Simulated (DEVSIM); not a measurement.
Device: Schottky contact on n-type Si, at 300 K.

```csv
layer (left to right),material,thickness (μm),Nd (cm⁻³),τn (s),τp (s)
1,Si,1.10,6.6e16,5.7e-5,5.7e-5
```

Left contact: Schottky, work function 4.67 eV, emission velocity 3.9e6 cm/s. Right contact: ohmic. Voltage is applied to the left contact. Recombination: SRH at mid-gap, radiative, Auger. Gap narrowing is on: ΔEg = 6.92 meV × (l + √(l² + 0.5)), l = ln(N/1.3e17 cm⁻³), shared equally by both band edges. Mobility is constant in doping.

Constants are typed, rounded textbook-type inputs, not results; the design itself was drawn at random and stands for no fabricated device. Values at 300 K.

| parameter | Si |
|---|---|
| gap (eV) | 1.124 |
| affinity (eV) | 4.05 |
| permittivity | 11.7 |
| Nc (cm⁻³) | 2.86e19 |
| Nv (cm⁻³) | 3.1e19 |
| μn (cm²/Vs) | 1417 |
| μp (cm²/Vs) | 470 |
| B (cm³/s) | 4.7e-15 |
| Cn (cm⁶/s) | 2.8e-31 |
| Cp (cm⁶/s) | 9.9e-32 |

Model (solved in DEVSIM): 1D drift-diffusion, Boltzmann statistics, complete ionisation; no tunnelling, impact ionisation, image-force lowering or self-heating. Metal contacts follow the ideal Schottky-Mott rule: no Fermi-level pinning, no interface dipoles.

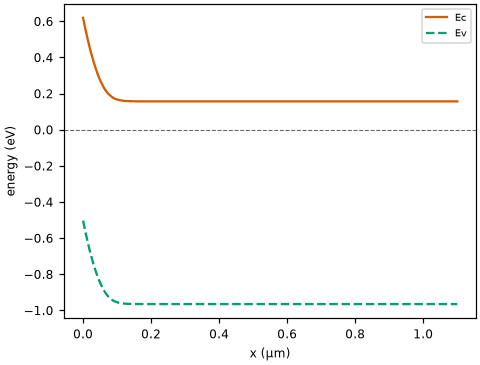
Figure. Band edges at zero bias

Energies count from the Fermi level of the right contact; mesh points crowd at the junctions.

```csv
x (μm),Ec (eV),Ev (eV),n (cm⁻³),p (cm⁻³),field (V/cm)
0.000,0.619,-0.503,1.1e9,1.1e11,-94000
0.007893,0.548,-0.574,1.8e10,7.0e9,-86000
0.01826,0.464,-0.658,4.7e11,2.7e8,-76000
0.03189,0.370,-0.752,1.7e13,7200000,-62000
0.05910,0.239,-0.883,2.7e15,46000,-34000
0.08554,0.180,-0.942,2.7e16,4600,-13000
0.1203,0.160,-0.962,5.9e16,2100,-1800
0.1814,0.157,-0.965,6.6e16,1900,-42
0.2463,0.157,-0.965,6.6e16,1900,≈ 0
0.3315,0.157,-0.965,6.6e16,1900,≈ 0
0.4435,0.157,-0.965,6.6e16,1900,≈ 0
0.6331,0.157,-0.965,6.6e16,1900,≈ 0
0.7506,0.157,-0.965,6.6e16,1900,≈ 0
0.8401,0.157,-0.965,6.6e16,1900,≈ 0
0.9245,0.157,-0.965,6.6e16,1900,≈ 0
0.9724,0.157,-0.965,6.6e16,1900,≈ 0
1.009,0.157,-0.965,6.6e16,1900,≈ 0
1.037,0.157,-0.965,6.6e16,1900,≈ 0
1.065,0.157,-0.965,6.6e16,1900,≈ 0
1.080,0.157,-0.965,6.6e16,1900,≈ 0
1.091,0.157,-0.965,6.6e16,1900,≈ 0
1.100,0.157,-0.965,6.6e16,1900,≈ 0
```
